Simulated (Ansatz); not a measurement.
**wB97X/def2-TZVP (core potential) run of InSiH5 (SMILES [SiH3][InH2])**

What is the vertical ionisation energy of InSiH5 at wB97X/def2-TZVP (core potential)? 

The results are computed with Ansatz 0.2.0.

37 further runs of the same task are left out: 37 set aside as unsound or not needed.

## Step 1: Starting point

InSiH5: 7 atoms, total charge 0, spin state singlet. As SMILES, `[SiH3][InH2]`. The coordinates come from a PBE0-D4/def2-TZVP relaxation.

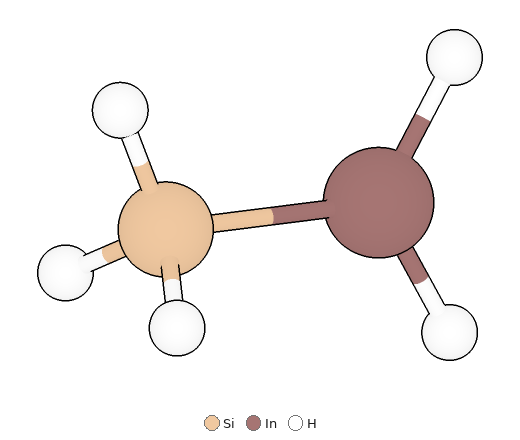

The structure, seen from a chosen angle (silicon light orange, indium brown, hydrogen white).

## Step 2: A single-point energy at wB97X/def2-TZVP (core potential)

Input file molecule.yaml:

```yaml
crystal:
  periodic: [false, false, false]
  atoms:
    - {symbol: Si, position_ang: [-0.667100, -0.641500, -0.642100]}
    - {symbol: In, position_ang: [0.830800, 0.837600, 0.840500]}
    - {symbol: H, position_ang: [-2.119900, -0.371100, -0.463600]}
    - {symbol: H, position_ang: [-0.432000, -2.083300, -0.345900]}
    - {symbol: H, position_ang: [-0.338000, -0.425500, -2.080000]}
    - {symbol: H, position_ang: [0.179100, 2.062100, 1.872000]}
    - {symbol: H, position_ang: [2.547100, 0.621800, 0.819100]}
basis:
  gaussian: {orbitals: def2-TZVP}
hamiltonian: {xc: {name: wB97X}}
accuracy: high
output: {orbitals: {seedname: orbitals}}
```

Launch:

```
$ ansatz run molecule.yaml --threads 1 --pin off --max-ram 3480MiB --events-out events.jsonl --progress --plain --runs-dir runs
```

Standard output:

```text
Warning: RAYON_NUM_THREADS=1 ignored (pool sized by the plan → 1); use --threads N
Functional definition: wB97X
  name "wB97X"
  parameter omega = 0.3/bohr
  parameter cx = 0.157706
  parameter cx1 = 0.726479
  parameter cx2 = 1.04760
  parameter cx3 = -5.70635
  parameter cx4 = 13.2794
  parameter css1 = -4.33879
  parameter css2 = 18.2308
  parameter css3 = -31.7430
  parameter css4 = 17.2901
  parameter cos1 = 2.37031
  parameter cos2 = -11.3995
  parameter cos3 = 6.58405
  parameter cos4 = -3.78132
  exchange = spin_sum(e_x_unif_sr(omega)*poly(b97_u_x, 1 - cx, cx1, cx2, cx3, cx4)) + cx*exact_x_sr(omega)
      + exact_x_lr(omega)
  correlation = spin_sum(e_c_pw_same_spin*poly(b97_u_same, 1, css1, css2, css3, css4))
      + integral(e_c_pw_opposite_spin*poly(b97_u_opposite, 1, cos1, cos2, cos3, cos4))
2299 factors; integrals over basis functions are off by at most 3.6e-9 eV
456 factors; integrals over basis functions are off by at most 2.3e-9 eV
mean field evaluation 1: about -13132.7193 eV, gradient 1.3e1 eV
mean field evaluation 2: about -13133.2312 eV, gradient 6.7e0 eV
mean field evaluation 4: about -13133.3237 eV, gradient 3.1e-1 eV
mean field evaluation 8: about -13133.3512 eV, gradient 3.3e-2 eV
mean field evaluation 16: about -13133.3512 eV, gradient 2.2e-5 eV
mean field -13133.35115883 eV, -482.6417529818 hartree, gradient 8.7e-8 eV, S^2 0.000000; 0 other end points of the search recorded, 0 dependent functions left out
reference -13133.35115430 eV, -482.6417528155 hartree; 20, 20 occupied and 97, 97 virtual orbitals, 2299 factors
Total energy: -13133.35115430 eV, -482.6417528155 hartree
```

Wall time 32 s (1 thread of Arm Neoverse V2, shared host); peak memory 0.66 GiB.

## Step 3: The doublet cation

Input file job.yaml:

```yaml
basis:
  gaussian: {orbitals: def2-TZVP}
crystal:
  periodic: [false, false, false]
  atoms:
    - {symbol: Si, position_ang: [-0.667100, -0.641500, -0.642100]}
    - {symbol: In, position_ang: [0.830800, 0.837600, 0.840500]}
    - {symbol: H, position_ang: [-2.119900, -0.371100, -0.463600]}
    - {symbol: H, position_ang: [-0.432000, -2.083300, -0.345900]}
    - {symbol: H, position_ang: [-0.338000, -0.425500, -2.080000]}
    - {symbol: H, position_ang: [0.179100, 2.062100, 1.872000]}
    - {symbol: H, position_ang: [2.547100, 0.621800, 0.819100]}
total_charge: 1
magnetization: {spin_polarized: true, initial_magnetization: 1}
hamiltonian: {xc: {name: wB97X}}
accuracy: high
output: {orbitals: {seedname: orbitals}}
```

Launch:

```
$ ansatz run job.yaml --threads 1 --pin off --max-ram 3480MiB --events-out events.jsonl --progress --plain --runs-dir runs
```

Standard output, cut to the lines that bear on the results:

```text
Warning: RAYON_NUM_THREADS=1 ignored (pool sized by the plan → 1); use --threads N
[... 2 set-up lines as earlier in the session ...]
[...]
      + exact_x_lr(omega)
[...]
      + integral(e_c_pw_opposite_spin*poly(b97_u_opposite, 1, cos1, cos2, cos3, cos4))
2299 factors; integrals over basis functions are off by at most 3.6e-9 eV
456 factors; integrals over basis functions are off by at most 2.3e-9 eV
[...]
mean field -13123.88604915 eV, -482.2939166167 hartree, gradient 8.9e-8 eV, S^2 0.757132; 2 other end points of the search recorded, 0 dependent functions left out
reference -13123.88604533 eV, -482.2939164766 hartree; 20, 19 occupied and 97, 98 virtual orbitals, 2299 factors
Total energy: -13123.88604533 eV, -482.2939164766 hartree
```

Run time: 80 s. Hardware: 1 thread of Arm Neoverse V2, shared host; peak memory 1 GiB.

## Step 4: Results

At wB97X/def2-TZVP (core potential):

```
                                          quantity          value
                      singlet InSiH5: total energy  -482.64175 Eh
                       singlet InSiH5: HOMO energy       -9.56 eV
                       singlet InSiH5: LUMO energy       -0.38 eV
                     singlet InSiH5: HOMO–LUMO gap        9.18 eV
                      doublet cation: total energy  -482.29392 Eh
doublet cation: HOMO energy (highest over α and β)      -15.82 eV
 doublet cation: LUMO energy (lowest over α and β)       -9.39 eV
                              doublet cation: ⟨S²⟩          0.757
vertical ionisation energy (to the doublet cation)       9.465 eV
```

The vertical ionisation energy comes to 9.47 eV (913 kJ/mol). The negative HOMO energy of the first species, 9.56 eV, lies 0.10 eV above that difference.
